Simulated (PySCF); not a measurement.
# C₃H₁₃F₃OSi₅: what the fields show

The calculation's input:

```
{"job": {"xc": "PBE0", "basis": "pcSseg-1", "kind": "nmr", "pop": true}, "charge": 0, "multiplicity": 1}
C     -0.648550     2.342102     1.620089
O     -1.021844     1.157517     0.994852
Si    -0.917835     0.797479    -0.604994
Si     1.365719     0.695005    -1.157733
C      2.472730     2.233472    -0.915642
F      1.402224     0.476374    -2.781803
Si     2.231993    -1.290435    -0.224484
Si     0.366653    -2.660553     0.140984
F      0.493031    -3.931816    -0.867666
Si    -1.567974    -1.422976    -0.379095
C     -3.125480    -1.844632     0.635612
F     -1.989567    -1.839025    -1.908428
H     -1.283130     3.168425     1.291962
H      0.391116     2.592092     1.393627
H     -0.760353     2.213426     2.696947
H     -1.724814     1.787033    -1.355665
H      3.452717     2.078541    -1.359986
H      2.042978     3.117956    -1.380711
H      2.622847     2.453794     0.137633
H      3.320677    -1.927539    -0.980749
H      2.868591    -0.990227     1.073697
H      0.342215    -3.401428     1.407979
H     -3.017450    -1.512765     1.663622
H     -3.324416    -2.913906     0.647915
H     -4.003014    -1.353768     0.221173
```

Command:

```sh
OMP_NUM_THREADS=1 python ens_run.py task.json out
```

Geometry: GFN2-xTB.

Method: PySCF, PBE0/pcSseg-1, SCF density, gas phase, non-relativistic.

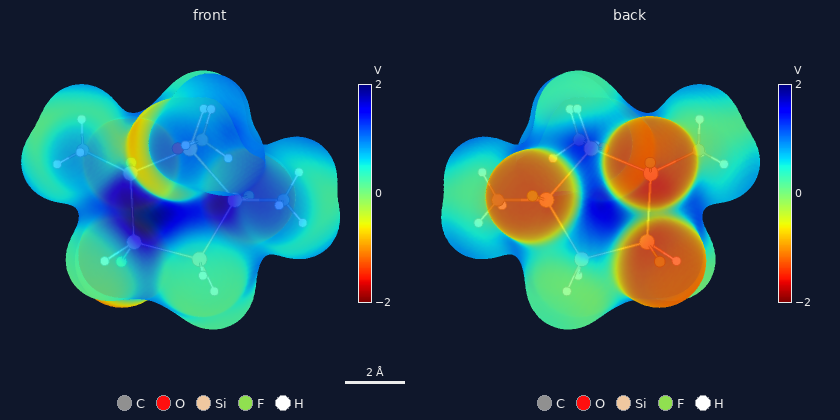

Figure 1. The molecular electrostatic potential painted on the density surface at 0.002 e/bohr³, seen from the front and from behind; red is negative and blue positive.

### Describe the electrostatic potential map.

The most negative region (about −1.4 V, or −32 kcal/mol for a unit charge) lies over F9 and F12, the most positive (about +1.9 V, or +44 kcal/mol for a unit charge) over Si8.

### What dipole moment does the calculation give?

Its dipole moment is 5.41 D.

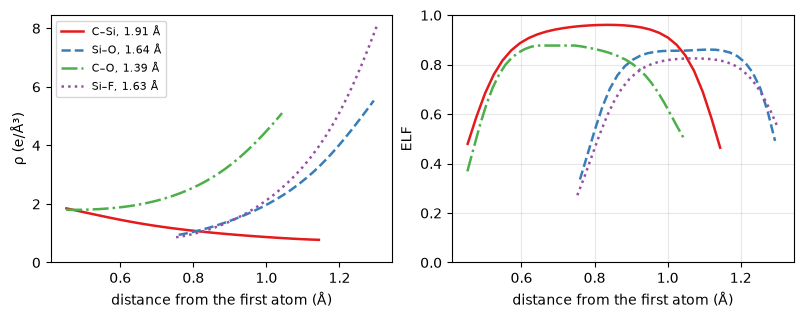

Figure 2. Total electron density and electron localisation function along straight lines between neighbouring atoms. The curves leave out the atomic cores.

### What can be read from the curves?

C–Si (1.91 Å): the density is about 0.91 e/Å³ at the midpoint; the ELF peaks at about 0.95 between the atoms: a covalent bond.
Si–O (1.64 Å): ρ is about 1.1 e/Å³ halfway; the ELF peaks at about 0.85 between the atoms (a shared but strongly polarised pair).
C–O (1.39 Å): ρ is about 2.1 e/Å³ halfway, with its minimum of 1.8 e/Å³ about 0.5 Å from C; the ELF peaks at about 0.90 between the atoms; a shared but strongly polarised pair.
Si–F (1.63 Å): ρ is about 1 e/Å³ halfway; the ELF peaks at about 0.85 in the valence shell of F, 0.5 Å from its nucleus, and is about 0.50 at the midpoint.
